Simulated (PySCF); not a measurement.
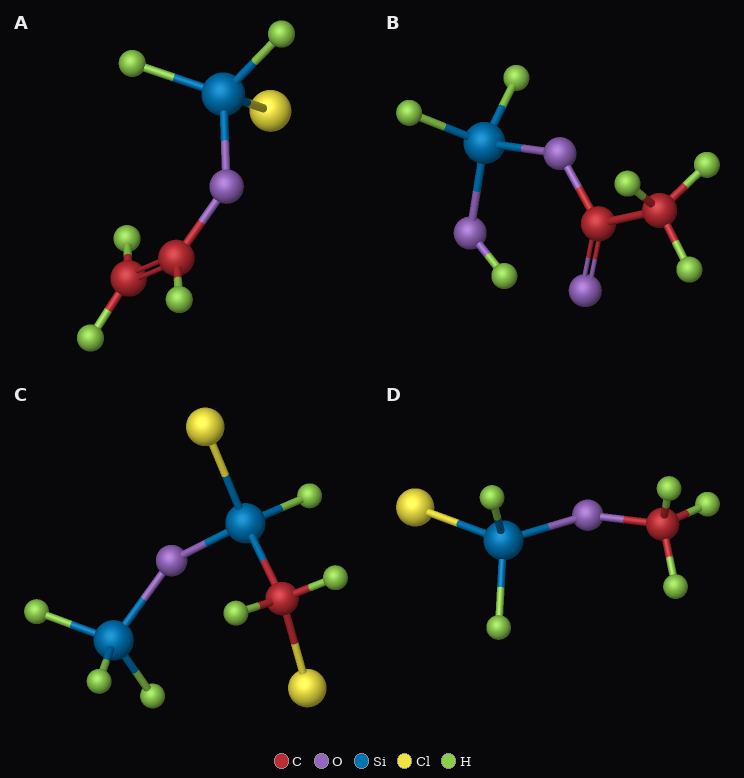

Simulated data, not a measurement (program: PySCF).

```xyz
10
charge 0, multiplicity 1
C     1.0834    3.3856    2.3902
C     1.6571    3.2642    1.1924
O     2.9652    3.0173    0.9458
Si    4.1143    2.4023    1.9813
Cl    4.6454    3.7829    3.4200
H     1.6476    3.3204    3.3239
H     0.0113    3.5769    2.4514
H     1.0865    3.3650    0.2634
H     3.5771    1.2026    2.6748
H     5.2988    2.1286    1.1387
```

Question: Which panel shows the molecule in this file?

Answer: A. The file holds C2H5ClOSi, `C=CO[SiH2]Cl`.
